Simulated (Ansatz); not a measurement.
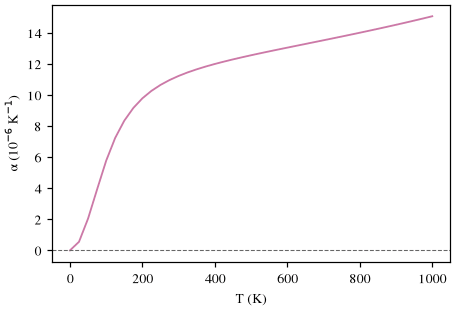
Fig. 1. Linear thermal expansion of Al2Au (Fm-3m) from quasi-harmonic lattice dynamics, PBEsol in Ansatz (a program for electronic structure)

The cell is a database entry relaxed within its symmetry; it need not be the phase found at ambient conditions. The run noted for some of its cells that some bands missed the eigensolver's tolerance. Spin-orbit coupling is not included.

Q: Read off α at 400 K, and say whether it is negative anywhere.

A: About 12 × 10⁻⁶ K⁻¹. It is not negative in the range shown.
